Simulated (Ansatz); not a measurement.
## Run report: C2H5Si (charge +1), molecular dynamics (part 5 of 5)

Continued. System: C2H5Si, charge +1. Method: RKS PBE-D4/6-31G (Ansatz 0.2.0). It belongs to a series of runs on one base structure; here: dynamics from the highest image of the converged band.

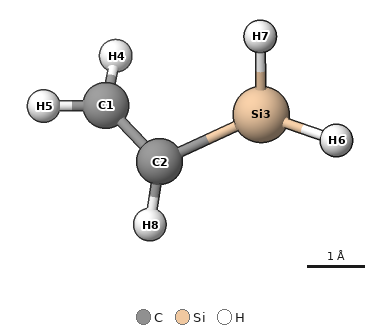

*The geometry at step 170 of the log (ball-and-stick view, seen at a tilt; atoms are numbered from 1 in the order of the input).*

**Trajectory as extended XYZ, continued**
```
8
Properties=species:S:1:pos:R:3:forces:R:3 step=139 time_fs=69.5 energy=-10014.88115 temperature=2358.4
C    -0.6075    0.3837   -1.0998    0.6631   0.5356  -0.6300
C    -0.5321    0.3060    0.2520   -0.8665   0.6811   2.1624
Si    0.9749   -0.5855    0.9070   -0.8233   0.0900   0.2789
H     0.3569    0.1735   -1.6189   -1.0112  -0.0915  -0.6902
H    -1.5183    0.7788   -1.6040    0.6753  -0.3290  -0.0417
H     1.1128   -1.1709    2.3268    0.0544   0.3133  -0.6190
H     1.8810   -0.8684   -0.2569    0.2709  -0.1584   0.1855
H    -1.3517    0.7731    0.9040    1.0372  -1.0410  -0.6459
8
Properties=species:S:1:pos:R:3:forces:R:3 step=141 time_fs=70.5 energy=-10014.83218 temperature=2295.9
C    -0.6058    0.3812   -1.0997    0.3385   0.7001  -1.0147
C    -0.5436    0.3246    0.2398   -0.7305  -0.0832   3.4377
Si    0.9773   -0.5909    0.9086   -0.8896   0.2544   0.2696
H     0.3377    0.0877   -1.6093   -0.9424   0.1439  -0.7955
H    -1.5017    0.8392   -1.5784    0.7077  -0.5009  -0.2603
H     1.1645   -1.1616    2.3440   -0.0316   0.3636  -0.7859
H     1.9209   -0.8271   -0.2452    0.1707  -0.1566   0.2478
H    -1.3896    0.7052    0.9378    1.3772  -0.7213  -1.0988
8
Properties=species:S:1:pos:R:3:forces:R:3 step=143 time_fs=71.5 energy=-10014.73494 temperature=2171.1
C    -0.6038    0.3792   -1.1004    0.1170   0.7901  -1.3098
C    -0.5557    0.3432    0.2303   -0.4133  -0.9309   4.3140
Si    0.9794   -0.5961    0.9104   -0.8594   0.4071   0.1888
H     0.3096    0.0034   -1.6073   -0.8672   0.3849  -0.8235
H    -1.4784    0.8948   -1.5552    0.6316  -0.6205  -0.4960
H     1.2158   -1.1488    2.3538   -0.1103   0.3762  -0.8539
H     1.9624   -0.7873   -0.2311    0.0411  -0.1529   0.3195
H    -1.4144    0.6304    0.9611    1.4605  -0.2540  -1.3392
8
Properties=species:S:1:pos:R:3:forces:R:3 step=146 time_fs=73.0 energy=-10014.55138 temperature=1934.6
C    -0.6006    0.3773   -1.1035   -0.0096   0.7479  -1.4178
C    -0.5744    0.3695    0.2226    0.4140  -2.1773   4.5836
Si    0.9819   -0.6037    0.9132   -0.6949   0.6156  -0.0318
H     0.2520   -0.1155   -1.6189   -0.7537   0.7524  -0.7140
H    -1.4327    0.9671   -1.5302    0.3482  -0.6653  -0.8345
H     1.2906   -1.1229    2.3533   -0.2008   0.3352  -0.7756
H     2.0250   -0.7303   -0.2039   -0.1762  -0.1516   0.4069
H    -1.4261    0.5154    0.9722    1.0729   0.5430  -1.2169
8
Properties=species:S:1:pos:R:3:forces:R:3 step=148 time_fs=74.0 energy=-10014.41063 temperature=1753.0
C    -0.5985    0.3769   -1.1069   -0.0333   0.6344  -1.2320
C    -0.5865    0.3849    0.2221    1.1992  -2.8735   3.9951
Si    0.9833   -0.6086    0.9150   -0.5544   0.7438  -0.2232
H     0.2044   -0.1862   -1.6353   -0.6512   0.9793  -0.5623
H    -1.3977    1.0073   -1.5230    0.1112  -0.6156  -1.0049
H     1.3381   -1.1016    2.3435   -0.2377   0.2771  -0.6142
H     2.0649   -0.6942   -0.1811   -0.3136  -0.1555   0.4309
H    -1.4206    0.4441    0.9650    0.4798   1.0100  -0.7896
8
Properties=species:S:1:pos:R:3:forces:R:3 step=150 time_fs=75.0 energy=-10014.24754 temperature=1542.9
C    -0.5964    0.3769   -1.1113   -0.1003   0.5211  -0.8921
C    -0.5976    0.3981    0.2247    2.1076  -3.3742   2.9076
Si    0.9845   -0.6131    0.9167   -0.4285   0.8661  -0.4331
H     0.1507   -0.2476   -1.6570   -0.4988   1.1569  -0.3794
H    -1.3616    1.0417   -1.5253   -0.0960  -0.5398  -1.0907
H     1.3835   -1.0777    2.3280   -0.2548   0.2028  -0.3807
H     2.1019   -0.6595   -0.1542   -0.4290  -0.1626   0.4162
H    -1.4106    0.3824    0.9503   -0.3002   1.3298  -0.1479
8
Properties=species:S:1:pos:R:3:forces:R:3 step=152 time_fs=76.0 energy=-10014.07050 temperature=1315.4
C    -0.5944    0.3774   -1.1165   -0.2692   0.4746  -0.4893
C    -0.6070    0.4085    0.2296    2.9448  -3.6516   1.6223
Si    0.9855   -0.6174    0.9183   -0.3451   0.9833  -0.6419
H     0.0922   -0.2980   -1.6824   -0.2851   1.2526  -0.1949
H    -1.3263    1.0709   -1.5381   -0.2259  -0.4806  -1.0634
H     1.4264   -1.0518    2.3088   -0.2555   0.1208  -0.0979
H     2.1347   -0.6264   -0.1233   -0.5119  -0.1715   0.3576
H    -1.4035    0.3333    0.9342   -1.0522   1.4723   0.5075
8
Properties=species:S:1:pos:R:3:forces:R:3 step=154 time_fs=77.0 energy=-10013.91371 temperature=1114.0
C    -0.5927    0.3782   -1.1220   -0.5501   0.5342  -0.1120
C    -0.6141    0.4161    0.2359    3.4068  -3.7683   0.5455
Si    0.9864   -0.6213    0.9197   -0.3195   1.0919  -0.8197
H     0.0310   -0.3365   -1.7097   -0.0172   1.2451  -0.0322
H    -1.2932    1.0954   -1.5609   -0.2637  -0.4662  -0.9116
H     1.4668   -1.0248    2.2887   -0.2482   0.0419   0.1992
H     2.1627   -0.5950   -0.0890   -0.5548  -0.1803   0.2538
H    -1.4063    0.2982    0.9227   -1.4532   1.5017   0.8770
8
Properties=species:S:1:pos:R:3:forces:R:3 step=157 time_fs=78.5 energy=-10013.76793 temperature=925.4
C    -0.5910    0.3804   -1.1304   -1.0796   0.7929   0.3120
C    -0.6197    0.4217    0.2460    3.0517  -3.8572  -0.2141
Si    0.9876   -0.6265    0.9213   -0.3817   1.2210  -0.9402
H    -0.0602   -0.3722   -1.7508    0.4342   1.0424   0.1466
H    -1.2481    1.1238   -1.6107   -0.2059  -0.5110  -0.4861
H     1.5230   -0.9837    2.2628   -0.2556  -0.0469   0.5711
H     2.1947   -0.5511   -0.0335   -0.5369  -0.1902   0.0208
H    -1.4355    0.2726    0.9207   -1.0262   1.5491   0.5900
8
Properties=species:S:1:pos:R:3:forces:R:3 step=159 time_fs=79.5 energy=-10013.70440 temperature=843.1
C    -0.5908    0.3825   -1.1357   -1.3950   0.9941   0.5073
C    -0.6203    0.4216    0.2526    2.3570  -3.8738  -0.3424
Si    0.9883   -0.6294    0.9219   -0.4603   1.2729  -0.8711
H    -0.1164   -0.3833   -1.7767    0.7224   0.8151   0.2263
H    -1.2206    1.1367   -1.6502   -0.1595  -0.5317  -0.1305
H     1.5575   -0.9567    2.2519   -0.2986  -0.0759   0.7060
H     2.2097   -0.5240    0.0041   -0.4731  -0.1931  -0.1728
H    -1.4680    0.2740    0.9269   -0.2930   1.5924   0.0773
8
Properties=species:S:1:pos:R:3:forces:R:3 step=161 time_fs=80.5 energy=-10013.64177 temperature=762.5
C    -0.5918    0.3855   -1.1407   -1.6002   1.1320   0.6611
C    -0.6190    0.4184    0.2589    1.6300  -3.7915  -0.4504
Si    0.9887   -0.6319    0.9222   -0.5374   1.2965  -0.6716
H    -0.1657   -0.3866   -1.8004    0.9664   0.5627   0.2914
H    -1.1946    1.1445   -1.6911   -0.1526  -0.4990   0.2220
H     1.5890   -0.9305    2.2477   -0.3851  -0.0815   0.7240
H     2.2201   -0.4989    0.0400   -0.3789  -0.1933  -0.3790
H    -1.5033    0.2906    0.9339    0.4578   1.5740  -0.3975
8
Properties=species:S:1:pos:R:3:forces:R:3 step=163 time_fs=81.5 energy=-10013.58668 temperature=691.9
C    -0.5941    0.3894   -1.1451   -1.6559   1.1459   0.7933
C    -0.6164    0.4121    0.2649    1.0391  -3.5810  -0.6612
Si    0.9890   -0.6340    0.9223   -0.5916   1.3007  -0.3709
H    -0.2058   -0.3844   -1.8214    1.1456   0.3308   0.3606
H    -1.1701    1.1476   -1.7298   -0.2024  -0.3924   0.5248
H     1.6168   -0.9050    2.2504   -0.5109  -0.0721   0.6345
H     2.2268   -0.4755    0.0723   -0.2714  -0.1934  -0.5772
H    -1.5343    0.3222    0.9371    1.0475   1.4614  -0.7039
8
Properties=species:S:1:pos:R:3:forces:R:3 step=165 time_fs=82.5 energy=-10013.55981 temperature=657.6
C    -0.5976    0.3942   -1.1488   -1.5524   1.0040   0.9161
C    -0.6130    0.4030    0.2703    0.6364  -3.2520  -0.9926
Si    0.9891   -0.6356    0.9223   -0.6109   1.3004  -0.0240
H    -0.2350   -0.3791   -1.8388    1.2497   0.1551   0.4462
H    -1.1476    1.1470   -1.7635   -0.3065  -0.2144   0.7455
H     1.6398   -0.8802    2.2591   -0.6583  -0.0586   0.4695
H     2.2310   -0.4541    0.0991   -0.1735  -0.1979  -0.7454
H    -1.5554    0.3678    0.9338    1.4155   1.2635  -0.8154
8
Properties=species:S:1:pos:R:3:forces:R:3 step=167 time_fs=83.5 energy=-10013.57699 temperature=679.8
C    -0.6025    0.3998   -1.1519   -1.3039   0.7097   1.0373
C    -0.6090    0.3912    0.2749    0.4222  -2.8339  -1.4185
Si    0.9890   -0.6368    0.9223   -0.5918   1.3108   0.3075
H    -0.2522   -0.3723   -1.8520    1.2762   0.0542   0.5463
H    -1.1281    1.1444   -1.7902   -0.4479   0.0123   0.8699
H     1.6564   -0.8560    2.2722   -0.8031  -0.0501   0.2696
H     2.2335   -0.4345    0.1187   -0.1082  -0.2130  -0.8643
H    -1.5631    0.4254    0.9228    1.5565   1.0100  -0.7478
8
Properties=species:S:1:pos:R:3:forces:R:3 step=170 time_fs=85.0 energy=-10013.68786 temperature=822.5
C    -0.6116    0.4091   -1.1548   -0.7304   0.0687   1.2158
C    -0.6024    0.3695    0.2796    0.4075  -2.1213  -2.1434
Si    0.9884   -0.6377    0.9225   -0.4974   1.3685   0.6713
H    -0.2554   -0.3611   -1.8617    1.1755   0.0408   0.6837
H    -1.1073    1.1413   -1.8146   -0.6697   0.3563   0.8948
H     1.6666   -0.8205    2.2962   -0.9685  -0.0565  -0.0197
H     2.2353   -0.4091    0.1326   -0.1032  -0.2663  -0.9258
H    -1.5471    0.5291    0.8935    1.3861   0.6099  -0.3767
8
Properties=species:S:1:pos:R:3:forces:R:3 step=172 time_fs=86.0 energy=-10013.80327 temperature=971.0
C    -0.6184    0.4155   -1.1556   -0.2795  -0.3982   1.3099
C    -0.5976    0.3527    0.2806    0.5163  -1.6372  -2.5886
Si    0.9878   -0.6377    0.9229   -0.4034   1.4376   0.7867
H    -0.2434   -0.3531   -1.8602    1.0227   0.1020   0.7282
H    -1.1011    1.1431   -1.8201   -0.7753   0.5164   0.8484
H     1.6620   -0.7976    2.3124   -1.0244  -0.0739  -0.1709
H     2.2353   -0.3952    0.1309   -0.1615  -0.3252  -0.8874
H    -1.5195    0.6060    0.8690    1.1051   0.3785  -0.0263
8
Properties=species:S:1:pos:R:3:forces:R:3 step=174 time_fs=87.0 energy=-10013.93653 temperature=1142.7
C    -0.6255    0.4216   -1.1553    0.1665  -0.8124   1.3506
C    -0.5924    0.3347    0.2796    0.5836  -1.1447  -2.8862
Si    0.9871   -0.6372    0.9235   -0.3008   1.5229   0.7925
H    -0.2215   -0.3441   -1.8518    0.8130   0.1925   0.7058
H    -1.1023    1.1497   -1.8176   -0.8104   0.5686   0.7997
H     1.6476   -0.7753    2.3269   -1.0298  -0.0992  -0.2723
H     2.2337   -0.3845    0.1207   -0.2515  -0.3993  -0.7947
H    -1.4814    0.6867    0.8442    0.8295   0.1717   0.3046
8
Properties=species:S:1:pos:R:3:forces:R:3 step=176 time_fs=88.0 energy=-10014.07597 temperature=1322.1
C    -0.6325    0.4270   -1.1539    0.5588  -1.1142   1.3135
C    -0.5867    0.3158    0.2763    0.4859  -0.5875  -2.9318
Si    0.9862   -0.6362    0.9244   -0.2054   1.6103   0.6939
H    -0.1919   -0.3333   -1.8366    0.5637   0.2856   0.6005
H    -1.1112    1.1618   -1.8073   -0.7567   0.4912   0.7781
H     1.6235   -0.7540    2.3389   -0.9842  -0.1295  -0.3154
H     2.2297   -0.3776    0.1029   -0.3499  -0.4818  -0.6607
H    -1.4353    0.7689    0.8223    0.6878  -0.0742   0.5219
8
Properties=species:S:1:pos:R:3:forces:R:3 step=178 time_fs=89.0 energy=-10014.20559 temperature=1488.8
C    -0.6390    0.4315   -1.1515    0.8618  -1.2726   1.1955
C    -0.5806    0.2963    0.2706    0.2029   0.0937  -2.6809
Si    0.9853   -0.6346    0.9256   -0.1329   1.6835   0.5019
H    -0.1570   -0.3197   -1.8158    0.2982   0.3562   0.4089
H    -1.1273    1.1784   -1.7896   -0.6165   0.2970   0.7846
H     1.5899   -0.7340    2.3478   -0.8907  -0.1614  -0.2953
H     2.2224   -0.3753    0.0788   -0.4335  -0.5638  -0.5001
H    -1.3825    0.8504    0.8053    0.7108  -0.4326   0.5854
8
Properties=species:S:1:pos:R:3:forces:R:3 step=180 time_fs=90.0 energy=-10014.30403 temperature=1615.3
C    -0.6448    0.4350   -1.1481    1.0599  -1.2916   1.0145
C    -0.5744    0.2770    0.2628   -0.1526   0.8796  -2.1738
Si    0.9844   -0.6325    0.9269   -0.0960   1.7273   0.2321
H    -0.1192   -0.3028   -1.7911    0.0419   0.3863   0.1424
H    -1.1493    1.1978   -1.7644   -0.4138   0.0316   0.7922
H     1.5478   -0.7155    2.3540   -0.7560  -0.1915  -0.2115
H     2.2109   -0.3785    0.0499   -0.4843  -0.6368  -0.3274
H    -1.3228    0.9276    0.7938    0.8010  -0.9050   0.5316
8
Properties=species:S:1:pos:R:3:forces:R:3 step=183 time_fs=91.5 energy=-10014.36503 temperature=1694.0
C    -0.6519    0.4384   -1.1416    1.1742  -1.1328   0.6697
C    -0.5654    0.2495    0.2479   -0.4980   2.0046  -1.1140
Si    0.9829   -0.6282    0.9291   -0.1194   1.7145  -0.2670
H    -0.0623   -0.2706   -1.7524   -0.2813   0.3467  -0.3384
H    -1.1890    1.2267   -1.7125   -0.0758  -0.3639   0.7257
H     1.4717   -0.6912    2.3600   -0.5038  -0.2273   0.0113
H     2.1850   -0.3947    0.0012   -0.4769  -0.7154  -0.0742
H    -1.2189    1.0257    0.7858    0.7811  -1.6265   0.3868
8
Properties=species:S:1:pos:R:3:forces:R:3 step=185 time_fs=92.5 energy=-10014.35579 temperature=1682.4
C    -0.6555    0.4394   -1.1365    1.1612  -0.9681   0.4010
C    -0.5598    0.2331    0.2368   -0.4878   2.5340  -0.3116
Si    0.9818   -0.6245    0.9304   -0.1799   1.6433  -0.6096
H    -0.0273   -0.2449   -1.7301   -0.4451   0.2778  -0.6575
H    -1.2168    1.2422   -1.6691    0.1155  -0.5440   0.5945
H     1.4145   -0.6777    2.3638   -0.3272  -0.2414   0.1863
H     2.1620   -0.4140   -0.0324   -0.4120  -0.7425   0.0749
H    -1.1403    1.0727    0.7852    0.5752  -1.9591   0.3219
8
Properties=species:S:1:pos:R:3:forces:R:3 step=187 time_fs=93.5 energy=-10014.32543 temperature=1643.5
C    -0.6582    0.4397   -1.1312    1.1111  -0.8032   0.0959
C    -0.5547    0.2187    0.2254   -0.2776   2.7917   0.5036
Si    0.9807   -0.6204    0.9315   -0.2577   1.5168  -0.9021
H     0.0034   -0.2165   -1.7140   -0.5747   0.1950  -0.9282
H    -1.2436    1.2525   -1.6201    0.2446  -0.6152   0.3908
H     1.3543   -0.6666    2.3694   -0.1654  -0.2461   0.3324
H     2.1351   -0.4404   -0.0654   -0.3027  -0.7495   0.1988
H    -1.0562    1.1010    0.7878    0.2225  -2.0896   0.3086
8
Properties=species:S:1:pos:R:3:forces:R:3 step=189 time_fs=94.5 energy=-10014.28651 temperature=1593.4
C    -0.6599    0.4394   -1.1257    1.0503  -0.6606  -0.2484
C    -0.5497    0.2065    0.2145    0.0999   2.7431   1.2725
Si    0.9795   -0.6157    0.9323   -0.3322   1.3320  -1.0932
H     0.0286   -0.1863   -1.7067   -0.6841   0.1149  -1.1156
H    -1.2680    1.2570   -1.5674    0.2957  -0.5676   0.1318
H     1.2924   -0.6577    2.3781   -0.0305  -0.2406   0.4018
H     2.1053   -0.4739   -0.0965   -0.1580  -0.7387   0.2935
H    -0.9701    1.1095    0.7934   -0.2412  -1.9826   0.3576
8
Properties=species:S:1:pos:R:3:forces:R:3 step=191 time_fs=95.5 energy=-10014.24093 temperature=1534.5
C    -0.6609    0.4385   -1.1204    0.9918  -0.5400  -0.6230
C    -0.5446    0.1965    0.2045    0.5923   2.3909   1.9239
Si    0.9782   -0.6105    0.9327   -0.3839   1.0879  -1.1510
H     0.0473   -0.1550   -1.7100   -0.7849   0.0473  -1.1967
H    -1.2897    1.2561   -1.5134    0.2702  -0.4173  -0.1525
H     1.2302   -0.6512    2.3905    0.0763  -0.2246   0.3627
H     2.0741   -0.5146   -0.1248    0.0082  -0.7142   0.3600
H    -0.8864    1.0991    0.8025   -0.7701  -1.6299   0.4766
8
Properties=species:S:1:pos:R:3:forces:R:3 step=193 time_fs=96.5 energy=-10014.18366 temperature=1460.7
C    -0.6610    0.4372   -1.1157    0.9269  -0.4159  -1.0038
C    -0.5391    0.1884    0.1961    1.1255   1.7925   2.3905
Si    0.9768   -0.6050    0.9328   -0.3970   0.7874  -1.0786
H     0.0585   -0.1232   -1.7248   -0.8794  -0.0064  -1.1624
H    -1.3088    1.2513   -1.4609    0.1899  -0.2082  -0.4251
H     1.1687   -0.6468    2.4064    0.1635  -0.1986   0.2152
H     2.0429   -0.5620   -0.1497    0.1773  -0.6800   0.4055
H    -0.8100    1.0733    0.8161   -1.3067  -1.0707   0.6587
8
Properties=species:S:1:pos:R:3:forces:R:3 step=196 time_fs=98.0 energy=-10014.08321 temperature=1331.9
C    -0.6598    0.4346   -1.1101    0.7484  -0.1312  -1.5026
C    -0.5290    0.1788    0.1871    1.8049   0.7705   2.7147
Si    0.9743   -0.5962    0.9321   -0.3158   0.2534  -0.8147
H     0.0592   -0.0758   -1.7672   -0.9861  -0.0714  -0.9106
H    -1.3344    1.2409   -1.3904    0.0571   0.0733  -0.7364
H     1.0797   -0.6436    2.4334    0.2815  -0.1443  -0.1323
H     1.9997   -0.6452   -0.1796    0.3895  -0.6151   0.4626
H    -0.7203    1.0173    0.8490   -1.9795  -0.1352   0.9193
8
Properties=species:S:1:pos:R:3:forces:R:3 step=198 time_fs=99.0 energy=-10014.03867 temperature=1275.0
C    -0.6582    0.4328   -1.1079    0.5252   0.1655  -1.7193
C    -0.5205    0.1733    0.1839    2.0636   0.3287   2.7811
Si    0.9726   -0.5903    0.9314   -0.1799  -0.1326  -0.6140
H     0.0481   -0.0449   -1.8067   -1.0069  -0.1136  -0.6397
H    -1.3506    1.2345   -1.3517    0.0217   0.1541  -0.8491
H     1.0235   -0.6433    2.4503    0.3609  -0.1027  -0.3750
H     1.9753   -0.7082   -0.1941    0.4749  -0.5604   0.5148
H    -0.6832    0.9770    0.8815   -2.2595   0.2610   0.9013
8
Properties=species:S:1:pos:R:3:forces:R:3 step=200 time_fs=100.0 energy=-10014.04062 temperature=1277.5
C    -0.6563    0.4310   -1.1070    0.2098   0.5284  -1.7903
C    -0.5104    0.1680    0.1828    2.1133   0.2499   2.8225
Si    0.9708   -0.5843    0.9304    0.0262  -0.5205  -0.4398
H     0.0274   -0.0152   -1.8523   -0.9666  -0.1604  -0.3225
H    -1.3665    1.2295   -1.3212    0.0477   0.1278  -0.8846
H     0.9708   -0.6440    2.4636    0.4410  -0.0624  -0.5756
H     1.9554   -0.7765   -0.2036    0.5013  -0.4907   0.5900
H    -0.6677    0.9390    0.9225   -2.3727   0.3279   0.6003
```

The run was set up as follows.

**The input**
```yaml
crystal:
  periodic: [false, false, false]
  atoms:
    - { symbol: C, position_ang: [-0.691902, 0.538397, -1.142854] }
    - { symbol: C, position_ang: [-0.455814, 0.080604, 0.145586] }
    - { symbol: Si, position_ang: [0.990013, -0.564591, 0.960636] }
    - { symbol: H, position_ang: [-1.02927, -0.130216, -1.958575] }
    - { symbol: H, position_ang: [-0.554961, 1.598768, -1.431166] }
    - { symbol: H, position_ang: [0.789988, -0.945334, 2.388802] }
    - { symbol: H, position_ang: [2.249574, -0.666882, 0.163176] }
    - { symbol: H, position_ang: [-1.297638, 0.089245, 0.874406] }
total_charge: 1
basis:
  gaussian: { orbitals: "6-31G" }
hamiltonian:
  xc: pbe
  dispersion: d4
md:
  timestep: 0.5
  n_steps: 200
  ensemble: nve
  temperature: 100.0
  initial_velocities: maxwell_boltzmann
  seed: 7652
```

Launch command:
```bash
ansatz run input.yaml --threads 1 --pin off --max-ram 2048MiB --backend cpu --events-out ev --progress --plain --runs-dir out
```

**Results in brief**

- outcome: finished
- mean temperature over the second half: 1349 K
- trajectory: 200 steps, 100 fs
- ensemble: nve
- temperature in the input: 100.0 K
- time step: 0.5 fs
- potential energy (last step): −10014.0406 eV
- mean-field energy (last step): −10013.9260 eV
- largest force (length of the vector) (last step): 3.535 eV/Å
- hardware: 1 thread of Arm Neoverse V1, 24 GiB of memory available, shared host
- wall time: 4.4 min
- peak memory: 0.086 GiB

**Notes**

So short a trajectory is not equilibrated.
